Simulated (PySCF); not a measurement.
**NMR shielding calculation of C5H11NOSi2**

The run: NMR shielding calculation of C5H11NOSi2. Method and program: GIAO PBE0/pcSseg-1 NMR shielding, non-relativistic, gas phase (PySCF 2.14.0).

The geometry comes from this level: GFN2-xTB. It belongs to a series of runs on one base structure; here: SiH2 inserted into a C-C bond. Figures and captions count atoms from 1; the log counts them from 0 in places.

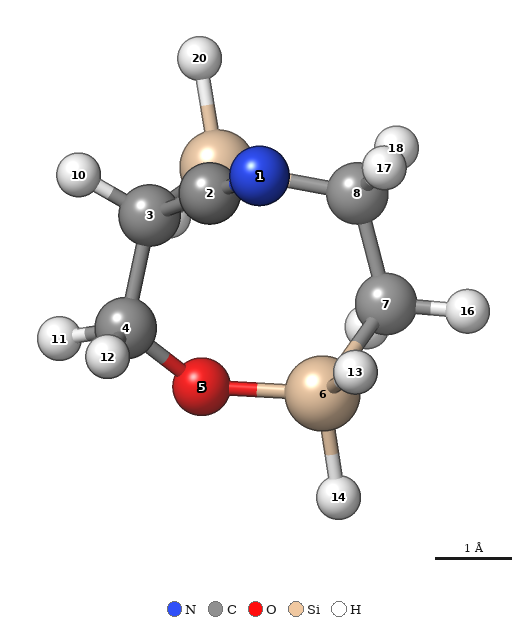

Fig. 1: The structure (ball-and-stick view, seen at a tilt; atoms are numbered from 1 in the order of the input). Bond lengths as drawn: C–C 1.43 to 1.53 Å, C–H 1.09 to 1.10 Å, C–N 1.15 Å, C–O 1.39 Å, C–Si 1.90 to 1.93 Å, H–Si 1.46 to 1.47 Å and O–Si 1.62 Å.

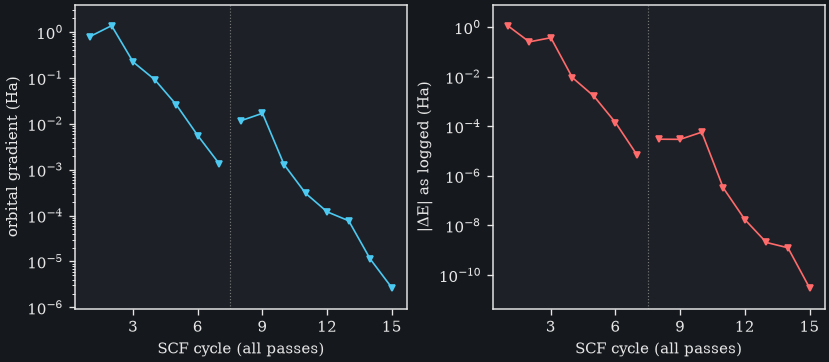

Fig. 2: Convergence of the self-consistent field: orbital gradient and size of the energy change against the SCF cycle. The dotted line marks the change from a coarse to the final integration grid. The first 7 cycles use a coarse grid, the final grid takes over at cycle 8, and the field converges after 15 cycles in all.

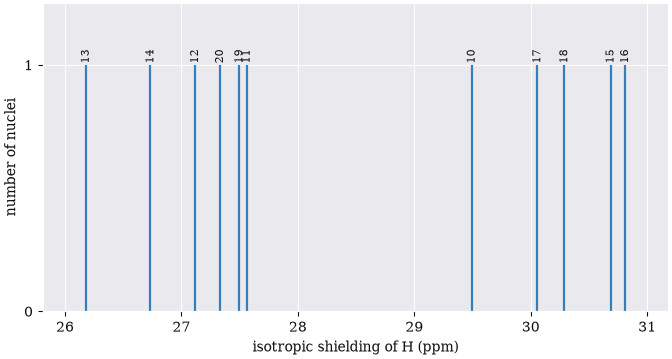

Fig. 3: Isotropic shieldings of the hydrogen nuclei in this fixed geometry, labelled by atom number; shielding grows to the right, so chemical shift grows to the left. The least shielded is H13 (26.2 ppm), the most shielded H16 (30.8 ppm).

These pictures come from the run below.

### The input
```
{"job": {"kind": "nmr", "xc": "PBE0", "basis": "pcSseg-1"}, "charge": 0, "multiplicity": 1}
N     -0.071483    -1.489733     2.576448
C     -0.423354    -1.504072     1.486501
C     -0.857532    -1.492733     0.125256
C      0.303225    -1.832862    -0.818855
O      1.143482    -0.766169    -1.110298
Si     1.859335     0.400744    -0.237972
C      0.693732     1.906504    -0.128833
C     -0.651199     1.615573     0.545943
Si    -1.652734     0.224862    -0.270455
H     -1.619464    -2.270251     0.017669
H     -0.113528    -2.173055    -1.774714
H      0.902100    -2.651949    -0.394942
H      2.251736    -0.033342     1.102477
H      2.990487     0.694278    -1.109837
H      0.507062     2.279570    -1.138709
H      1.190186     2.717357     0.406821
H     -0.474554     1.354420     1.592954
H     -1.254756     2.527130     0.553849
H     -1.723611     0.325314    -1.730450
H     -3.004278     0.179092     0.304112
```

The first line tells a small driver script what to run in PySCF; the rest is the geometry in Å.

Launch command:
```bash
OMP_NUM_THREADS=1 python <driver script> task.json out
```

### What the program printed
```
coarse grid: 17648 points
cycle   1  E = -905.2551205616  dE =  1.142e+00  |g| = 7.967e-01  |ddm| = 4.110e+00
cycle   2  E = -905.0016192256  dE =  2.535e-01  |g| = 1.373e+00  |ddm| = 1.964e+00
cycle   3  E = -905.3740639627  dE = -3.724e-01  |g| = 2.222e-01  |ddm| = 1.376e+00
cycle   4  E = -905.3832335360  dE = -9.170e-03  |g| = 9.175e-02  |ddm| = 2.025e-01
cycle   5  E = -905.3848610988  dE = -1.628e-03  |g| = 2.606e-02  |ddm| = 8.743e-02
cycle   6  E = -905.3850015079  dE = -1.404e-04  |g| = 5.530e-03  |ddm| = 2.661e-02
cycle   7  E = -905.3850084366  dE = -6.929e-06  |g| = 1.333e-03  |ddm| = 6.355e-03
final grid: 161184 points
cycle   8  E = -905.4470898161  dE = -3.003e-05  |g| = 1.165e-02  |ddm| = 3.389e-02
cycle   9  E = -905.4470601669  dE =  2.965e-05  |g| = 1.691e-02  |ddm| = 2.197e-02
cycle  10  E = -905.4471178869  dE = -5.772e-05  |g| = 1.294e-03  |ddm| = 1.371e-02
cycle  11  E = -905.4471182117  dE = -3.248e-07  |g| = 3.060e-04  |ddm| = 1.451e-03
cycle  12  E = -905.4471182290  dE = -1.724e-08  |g| = 1.206e-04  |ddm| = 3.293e-04
cycle  13  E = -905.4471182310  dE = -2.051e-09  |g| = 7.699e-05  |ddm| = 1.308e-04
cycle  14  E = -905.4471182323  dE = -1.251e-09  |g| = 1.127e-05  |ddm| = 6.316e-05
cycle  15  E = -905.4471182323  dE = -3.070e-11  |g| = 2.680e-06  |ddm| = 1.282e-05
converged SCF energy = -905.4471182323

GIAO shielding tensors (ppm)
atom      isotropic    diamagn.    paramagn.     s11        s22        s33       span
  0 N      -38.901     340.904    -379.804   -214.212   -179.512    277.022    491.234
  1 C       59.542     263.125    -203.583    -59.273    -51.429    289.329    348.602
  2 C      166.255     257.965     -91.709    151.255    168.689    178.822     27.567
  3 C      119.623     238.947    -119.324     97.307    111.855    149.705     52.398
  4 O      296.580     397.358    -100.778    231.213    305.943    352.585    121.373
  5 Si     365.631     880.256    -514.625    308.565    368.019    420.311    111.746
  6 C      171.767     253.344     -81.577    162.236    169.906    183.159     20.923
  7 C      180.695     253.549     -72.854    171.050    182.132    188.903     17.853
  8 Si     383.961     880.696    -496.735    342.498    386.685    422.701     80.203
  9 H       29.493      29.500      -0.006     25.312     26.783     36.386     11.074
 10 H       27.561      28.366      -0.805     22.300     26.918     33.466     11.166
 11 H       27.117      28.100      -0.983     22.065     26.804     32.483     10.418
 12 H       26.179      30.929      -4.750     23.159     24.648     30.731      7.572
 13 H       26.734      29.266      -2.532     22.343     24.971     32.888     10.545
 14 H       30.686      31.577      -0.891     26.440     28.535     37.083     10.643
 15 H       30.811      30.279       0.531     25.333     28.441     38.658     13.326
 16 H       30.057      33.318      -3.261     26.614     27.682     35.874      9.260
 17 H       30.289      30.359      -0.070     24.204     28.239     38.423     14.219
 18 H       27.498      30.111      -2.614     24.638     25.073     32.782      8.144
 19 H       27.331      29.587      -2.255     23.221     25.242     33.531     10.311
```

### Key numbers

| quantity | value |
| --- | --- |
| outcome | converged |
| total energy | −905.447118 hartree |
| HOMO | −8.02 eV |
| LUMO | 0.14 eV |
| dipole moment | 3.00 D |
| isotropic shielding, N | −38.9 ppm |
| isotropic shielding, C | 59.5 to 180.7 ppm |
| isotropic shielding, O | 296.6 ppm |
| isotropic shielding, Si | 365.6 to 384.0 ppm |
| isotropic shielding, H | 26.2 to 30.8 ppm |
| hardware | 1 CPU thread, shared host |
| wall time | 2.5 min |
| peak memory | 1.1 GiB |
